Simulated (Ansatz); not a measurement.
## Run report: SnH$_{6}$SO, geometry relaxation (part 2 of 2)

The same run, continued: SnH$_{6}$SO; RKS PBE/def2-SVP (Ansatz 0.2.0). The input holds or restrains some coordinates. Forces given for the steps count only the free coordinates. It belongs to a series of runs on one base structure; here: pulled along the bonds that form and break, towards end A.

Geometry of the input (Å):
```
Sn 0.0000  0.0000  0.0000
O  0.0000  0.0000  2.3100
H  -0.9095  -0.2814  2.6471
H  1.6408  0.0000  -0.5794
H  -0.8195  1.4198  -0.5794
H  -0.8195  -1.4198  -0.5794
S  1.4301  -2.1716  0.8640
H  0.6450  -3.3249  0.7468
H  0.7327  -1.1126  2.0831
```

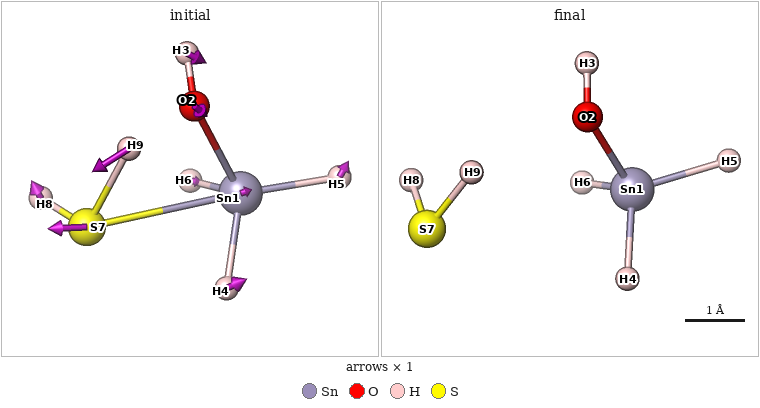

Figure 1. Before (left) and after (right) the restrained relaxation, at one scale (ball-and-stick view, seen at a tilt). The pink arrows give the displacements, at true length. Over 8 geometry steps the energy falls by 122.0 kJ/mol. The largest force component goes from 1.2 to 0.97 eV/Å. The line search rejected the trial step at point 7 (counted from 0) and went back. H9 moves most after the best rigid fit: 0.76 Å. By element the largest moves are H 0.76 Å, S 0.70 Å, O 0.38 Å, Sn 0.21 Å. Distances before and after: Sn1–S7 2.740 → 3.644 Å, S7–H9 1.759 → 1.385 Å, Sn1–O2 2.310 → 1.989 Å, S7–H8 1.400 → 1.362 Å. Bonds break: Sn1–S7 (2.74 → 3.64 Å). Among the angles that change: H8–S7–H9 109.4° → 91.7°, O2–Sn1–H4 109.4° → 103.4°, H4–Sn1–H6 109.5° → 115.3°. (Atoms are counted from 1 in the order of the input.)

```
  distance Sn 0 - S 6 = 3.6437 Å
  distance H 8 - O 1 = 2.2031 Å
  distance Sn 0 - O 1 = 1.9891 Å
  distance H 8 - S 6 = 1.3854 Å
987 factors; their error is unknown
mean field -18798.61432674 eV, -690.8363343494 hartree, gradient 8.5e-6 eV, S^2 0.000000; 1 other end points of the search recorded, 0 dependent functions left out
the calculation of the forces begins
reference -18798.61436723 eV, -690.8363358373 hartree; 26, 26 occupied and 62, 62 virtual orbitals, 987 factors
Total energy: -18798.61436723 eV, -690.8363358373 hartree
Atom 0 at    -0.119496     0.175777    -0.035226 Å, force    -0.082576     0.131530    -0.966615 eV/Å
Atom 1 at    -0.058596     0.094167     1.951250 Å, force     0.052001    -0.195024     0.887504 eV/Å
Atom 2 at    -0.948866    -0.040868     2.329409 Å, force     0.041876     0.027500     0.002554 eV/Å
Atom 3 at     1.522961     0.405334    -0.474850 Å, force    -0.006986     0.001569    -0.010180 eV/Å
Atom 4 at    -1.083806     1.568925    -0.442889 Å, force     0.013188    -0.027596     0.024224 eV/Å
Atom 5 at    -0.867564    -1.246666    -0.684574 Å, force     0.014484     0.028239     0.011866 eV/Å
Atom 6 at     1.733751    -2.716046     1.181210 Å, force    -0.111659     0.181863     0.239803 eV/Å
Atom 7 at     0.555013    -3.394632     1.108393 Å, force     0.023392     0.008740     0.014944 eV/Å
Atom 8 at     1.166704    -1.736492     1.980077 Å, force     0.056280    -0.156822    -0.204099 eV/Å
Dipole moment:    -0.473039    -0.010357    -0.066935 e Å
```

Trajectory as extended XYZ (Å, eV, eV/Å), 9 frames, from step=1 to step=9:
```
9
Properties=species:S:1:pos:R:3:forces:R:3 step=1 energy=-18797.35036
Sn    0.0000    0.0000    0.0000    0.2906  -0.6852  -0.3171
O     0.0000    0.0000    2.3100   -0.3256  -1.0081  -0.9421
H    -0.9095   -0.2814    2.6471    1.1249   0.2290  -0.4448
H     1.6408    0.0000   -0.5794   -0.2091   0.7128  -0.0155
H    -0.8195    1.4198   -0.5794   -0.2330   0.3341   0.5329
H    -0.8195   -1.4198   -0.5794   -0.5029   0.4669  -0.1423
S     1.4301   -2.1716    0.8640    0.3669  -0.9218   1.2299
H     0.6450   -3.3249    0.7468    0.1300   0.8432   0.4559
H     0.7327   -1.1126    2.0831   -0.6417   0.0291  -0.3568
9
Properties=species:S:1:pos:R:3:forces:R:3 step=2 energy=-18797.42182
Sn   -0.0900    0.1336    0.0185    1.7513  -2.9849   0.4883
O    -0.0700    0.0995    2.2338   -0.4310  -0.6084  -0.8555
H    -0.9064   -0.2782    2.6447    0.7904   0.4595  -0.7384
H     1.6313    0.0096   -0.5771   -1.0697   0.6191   0.4615
H    -0.8281    1.4338   -0.5767   -1.1031   1.8389  -0.2925
H    -0.8237   -1.4086   -0.5791   -0.0536   0.9812   0.2969
S     1.5206   -2.2913    0.9847    0.0950   0.3703   1.2645
H     0.6398   -3.3270    0.7523   -0.1287   0.5453   0.5374
H     0.8265   -1.2619    2.0117    0.1493  -1.2209  -1.1623
9
Properties=species:S:1:pos:R:3:forces:R:3 step=3 energy=-18797.65080
Sn   -0.1442    0.2072    0.0472    2.1210  -3.6820   0.3949
O    -0.1473    0.2069    2.1608   -0.5104  -0.5496  -0.1605
H    -0.9000   -0.2704    2.6307    0.7711   0.6318  -1.0143
H     1.6086    0.0176   -0.5656   -1.3035   0.5928   0.6451
H    -0.8493    1.4695   -0.5862   -1.3291   2.2597  -0.6909
H    -0.8205   -1.3906   -0.5704    0.0312   1.1152   0.4294
S     1.5936   -2.3854    1.0692    0.2082   0.3393   0.8851
H     0.6350   -3.3210    0.7605   -0.1622   0.5161   0.5024
H     0.9242   -1.4243    1.9667    0.1737  -1.2234  -0.9912
9
Properties=species:S:1:pos:R:3:forces:R:3 step=4 energy=-18798.13661
Sn   -0.1788    0.2337    0.0565    1.5231  -2.4242  -0.8050
O    -0.1893    0.2569    2.0728   -0.2909  -0.3598   0.8792
H    -0.8836   -0.2481    2.5788    0.4926   0.4808  -0.8686
H     1.5439    0.0470   -0.5279   -0.9830   0.4824   0.5566
H    -0.8945    1.5445   -0.6089   -0.7742   1.2578  -0.3176
H    -0.8219   -1.3397   -0.5477   -0.1003   0.7535   0.3242
S     1.7005   -2.5151    1.1679   -0.2389  -0.0650   0.3514
H     0.6276   -3.3000    0.7819    0.2396   0.5078   0.3714
H     0.9962   -1.5697    1.9395    0.1319  -0.6333  -0.4915
9
Properties=species:S:1:pos:R:3:forces:R:3 step=5 energy=-18798.53396
Sn   -0.1397    0.1577   -0.0246   -0.2794   0.0202  -0.7242
O    -0.1150    0.2147    1.9637   -0.3822  -0.4539   1.3429
H    -0.8919   -0.1946    2.4249    0.5093   0.3724  -0.5413
H     1.5050    0.2091   -0.4283    0.2670   0.0357  -0.1151
H    -0.9477    1.5894   -0.5628   -0.1025   0.0370  -0.0039
H    -0.9791   -1.2718   -0.5169   -0.0269   0.0022  -0.0694
S     1.7862   -2.6372    1.2698   -0.7194   0.0040   0.1295
H     0.6407   -3.2883    0.8414    0.4644   0.2520   0.2227
H     1.0416   -1.6695    1.9457    0.2697  -0.2695  -0.2412
9
Properties=species:S:1:pos:R:3:forces:R:3 step=6 energy=-18798.58250
Sn   -0.1303    0.1761   -0.0085    0.0495   0.1904  -1.1447
O    -0.0407    0.1882    1.9774    0.2299  -0.1684   0.7192
H    -0.8865   -0.1430    2.3152   -0.3108  -0.0509   0.3203
H     1.5107    0.3601   -0.4419    0.1050   0.0371  -0.0841
H    -1.0671    1.5564   -0.4958   -0.0354  -0.0078   0.0476
H    -0.8653   -1.2693   -0.6091   -0.0486  -0.0163   0.0464
S     1.7332   -2.7026    1.2256   -0.1455   0.2026   0.2263
H     0.5576   -3.3524    1.0116   -0.0057  -0.0463   0.0062
H     1.0885   -1.7040    1.9381    0.1615  -0.1405  -0.1370
9
Properties=species:S:1:pos:R:3:forces:R:3 step=7 energy=-18798.60572
Sn   -0.1288    0.1704   -0.0243   -0.0276   0.1742  -1.0818
O    -0.0572    0.1123    1.9618   -0.0341  -0.2147   0.8865
H    -0.9372   -0.1037    2.3281    0.0677   0.0437   0.0483
H     1.5189    0.3777   -0.4521    0.0069   0.0116  -0.0324
H    -1.0691    1.5719   -0.4697    0.0148  -0.0667   0.0623
H    -0.8756   -1.2549   -0.6731    0.0048   0.0408   0.0483
S     1.7315   -2.7166    1.1950   -0.0686   0.1492   0.1868
H     0.5282   -3.3465    1.0840    0.0331   0.0324   0.0457
H     1.1894   -1.7012    1.9632    0.0031  -0.1705  -0.1638
9
Properties=species:S:1:pos:R:3:forces:R:3 step=8 energy=-18798.60242 accepted=F
Sn   -0.1075    0.1890   -0.0547   -0.1062   0.0864  -0.8955
O    -0.0490    0.0604    1.9313   -0.6263  -0.2228   1.1527
H    -0.9702    0.0028    2.2979    0.7401   0.0649  -0.2546
H     1.5361    0.4400   -0.5094   -0.1156  -0.0038   0.0152
H    -1.1170    1.5740   -0.3915    0.0785  -0.0418  -0.0161
H    -0.8624   -1.2284   -0.7169    0.0564   0.0697  -0.0095
S     1.7300   -2.7161    1.1608   -0.4278   0.1118   0.3800
H     0.5603   -3.4363    1.1691    0.2674   0.1348  -0.0270
H     1.1798   -1.7759    2.0262    0.1334  -0.1990  -0.3452
9
Properties=species:S:1:pos:R:3:forces:R:3 step=9 energy=-18798.61433
Sn   -0.1195    0.1758   -0.0352   -0.0826   0.1315  -0.9666
O    -0.0586    0.0942    1.9512    0.0520  -0.1950   0.8875
H    -0.9489   -0.0409    2.3294    0.0419   0.0275   0.0026
H     1.5230    0.4053   -0.4748   -0.0070   0.0016  -0.0102
H    -1.0838    1.5689   -0.4429    0.0132  -0.0276   0.0242
H    -0.8676   -1.2467   -0.6846    0.0145   0.0282   0.0119
S     1.7338   -2.7160    1.1812   -0.1117   0.1819   0.2398
H     0.5550   -3.3946    1.1084    0.0234   0.0087   0.0149
H     1.1667   -1.7365    1.9801    0.0563  -0.1568  -0.2041
```

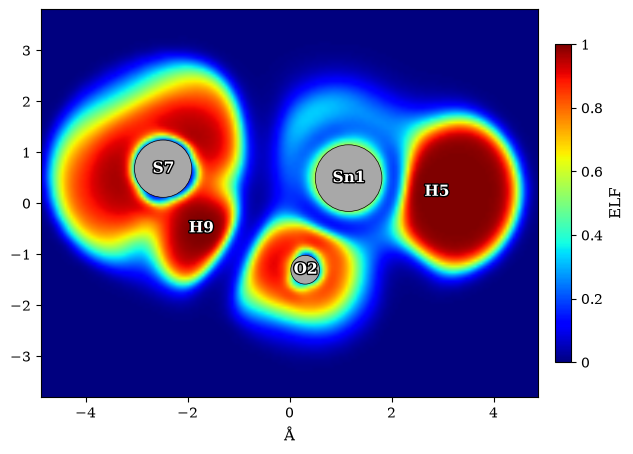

Figure 2. Electron localisation function on the plane of atoms O2, Sn1 and H5. Grey discs, where drawn, cover atomic cores. Sn1···S7 (3.64 Å): the ELF is only about 0.05 between them (a non-bonded, intermolecular contact). Sn–O (1.99 Å): the ELF peaks at about 0.85 in the valence shell of O, 0.6 Å from its nucleus, and drops to about 0.15 between the two atoms. S–H (1.39 Å): the ELF climbs to about 1 towards the hydrogen, as it does in any bond to H. Sn–H (1.74 Å): the ELF climbs to about 1 towards the hydrogen.

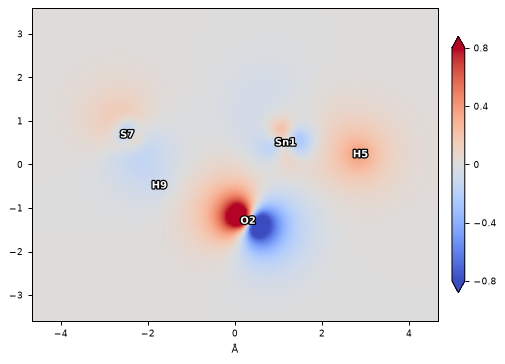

Figure 3. One frontier orbital on the plane of atoms O2, Sn1 and H5 (values in Å⁻³ᐟ²; the overall sign is arbitrary). The HOMO−1, at −6.55 eV.
